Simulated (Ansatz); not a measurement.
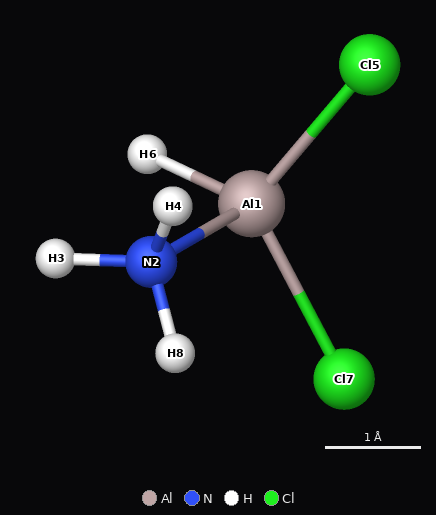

Fig. 1: The structure as given in the input (ball-and-stick view, seen at a tilt; atoms are numbered from 1 in the order of the input). Sticks mark near contacts. Bond lengths as drawn: Al–Cl 2.14 Å, Al–H 1.58 Å, Al–N 2.04 Å and H–N 1.02 Å.

Frequency calculation of AlNH4Cl2

The run: frequency calculation of AlNH4Cl2. Method and program: RKS PBE0-D4/6-31G* (Ansatz 0.2.0).

It belongs to a series of runs on one base structure; here: vibrations at the highest image of the band. Figures and captions count atoms from 1; the log counts them from 0 in places.

Input:
```yaml
crystal:
  periodic: [false, false, false]
  atoms:
    - { symbol: Al, position_ang: [0.074755, -0.616824, 0.086183] }
    - { symbol: "N", position_ang: [0.113092, -0.212195, 2.087946] }
    - { symbol: H, position_ang: [-0.773494, 0.155311, 2.430717] }
    - { symbol: H, position_ang: [0.841719, 0.470971, 2.294195] }
    - { symbol: Cl, position_ang: [1.812087, 0.48145, -0.501905] }
    - { symbol: H, position_ang: [-1.329483, -0.07687, -0.404849] }
    - { symbol: Cl, position_ang: [0.336043, -2.736931, 0.179973] }
    - { symbol: H, position_ang: [0.323679, -1.064814, 2.606739] }
basis:
  gaussian: { orbitals: "6-31G*" }
hamiltonian:
  xc: pbe0
  dispersion: d4
phonons: {}
```

Hardware: 1 thread of Arm Neoverse V1, 24 GiB of memory available, shared host.

Launch command:
```bash
ansatz run input.yaml --threads 1 --pin off --max-ram 2048MiB --backend cpu --events-out ev --progress --plain --runs-dir out
```

The program's output:
```
Engine: ansatz 0.2.0, aarch64-unknown-linux-gnu
Functional definition: PBE0
  parameter a = 0.25
  parameter kappa = 0.804
  parameter beta = 0.06672455060314922
  exchange = (1 - a)*pbe_x(kappa = kappa, mu = beta*pi^2/3) + a*exact_x
  correlation = pbe_c(beta = beta)
849 factors; integrals over basis functions are off by at most 3.7e-4 eV
mean field evaluation 1: about -33184.5388 eV, gradient 4.1e1 eV
mean field evaluation 2: about -33183.6132 eV, gradient 4.6e1 eV
mean field evaluation 4: about -33187.9605 eV, gradient 1.0e0 eV
mean field evaluation 8: about -33187.9787 eV, gradient 8.0e-3 eV
mean field -33187.97874144 eV, -1219.6357231280 hartree, gradient 2.6e-5 eV, S^2 0.000000; 0 other end points of the search recorded, 0 dependent functions left out
the calculation of the forces begins
reference -33187.97877168 eV, -1219.6357242391 hartree; 29, 29 occupied and 51, 51 virtual orbitals, 849 factors
these checks for a lower state are left out or cut short: stability, starts, cluster_reference, orbital_swaps, neighbouring_geometries, increment
849 factors; integrals over basis functions are off by at most 3.8e-4 eV
mean field evaluation 16: about -33187.9787 eV, gradient 2.8e-5 eV
mean field -33187.97866614 eV, -1219.6357203609 hartree, gradient 2.4e-6 eV, S^2 0.000000; 0 other end points of the search recorded, 0 dependent functions left out
[... from here on the field's lines of each further geometry are left out, up to the last ...]
the calculation of the forces begins
reference -33187.97874188 eV, -1219.6357231442 hartree; 29, 29 occupied and 51, 51 virtual orbitals, 849 factors
these checks for a lower state are left out or cut short: stability, starts, cluster_reference, orbital_swaps, neighbouring_geometries, increment
849 factors; integrals over basis functions are off by at most 3.7e-4 eV
mean field -33187.97868548 eV, -1219.6357210716 hartree, gradient 2.0e-6 eV, S^2 0.000000; 0 other end points of the search recorded, 0 dependent functions left out
the calculation of the forces begins
reference -33187.97871572 eV, -1219.6357221827 hartree; 29, 29 occupied and 51, 51 virtual orbitals, 849 factors
WARN: phonons: modes at or below zero, which the zero-point energy, F, S and C_V leave out: 1, the lowest at -57.12 cm⁻¹. A minimum has none, and a first-order saddle one
Total energy: -33188.13929928 eV, -1219.6416235197 hartree
Atom 0 at     0.074755    -0.616824     0.086183 Å, force    -0.001306     0.000460     0.000567 eV/Å
Atom 1 at     0.113092    -0.212195     2.087946 Å, force    -0.001208    -0.000762     0.001022 eV/Å
Atom 2 at    -0.773494     0.155311     2.430717 Å, force     0.000766    -0.002013    -0.000638 eV/Å
Atom 3 at     0.841719     0.470971     2.294195 Å, force    -0.000391     0.000597    -0.001964 eV/Å
Atom 4 at     1.812087     0.481450    -0.501905 Å, force     0.002369     0.000305     0.000504 eV/Å
Atom 5 at    -1.329483    -0.076870    -0.404849 Å, force    -0.000836     0.000345    -0.000165 eV/Å
Atom 6 at     0.336043    -2.736931     0.179973 Å, force    -0.000530    -0.000474    -0.000370 eV/Å
Atom 7 at     0.323679    -1.064814     2.606739 Å, force     0.001136     0.001541     0.001045 eV/Å
Dipole moment:    -0.340336     0.424548     1.273641 e Å
Vibrations: -57.12 141.54 147.46 190.13 436.90 464.74 517.29 559.97 598.73 733.67 735.06 1316.49 1694.20 1700.60 1969.72 3479.54 3607.09 3615.00 cm⁻¹, zero-point energy 1.358131 eV
```

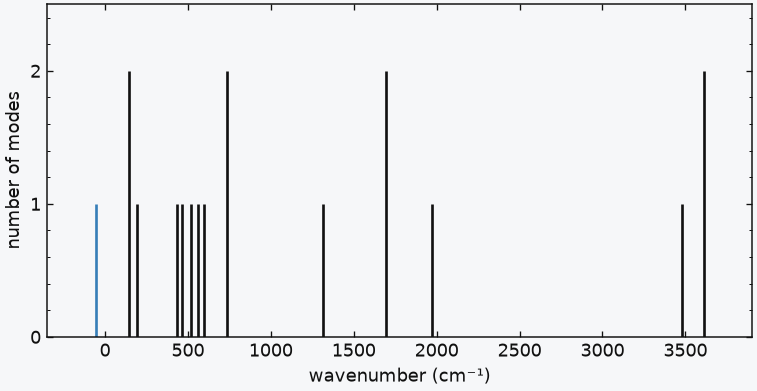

Fig. 2: Harmonic vibrational wavenumbers from the force constants; neighbouring modes closer than 17 cm⁻¹ are counted in one stick, and imaginary ones are drawn at negative wavenumbers. 18 modes from 57i to 3615 cm⁻¹, 1 imaginary beyond 8i (57i cm⁻¹): not a clean minimum; so soft a mode can be a shallow saddle, an incomplete relaxation or noise of the force constants.

Summary:

| quantity | value |
| --- | --- |
| outcome | converged |
| total energy | −33188.1393 eV |
| mean-field energy | −33187.9788 eV |
| largest force (length of the vector) | 0.002 eV/Å |
| wall time | 2.1 min |
| peak memory | 0.17 GiB |
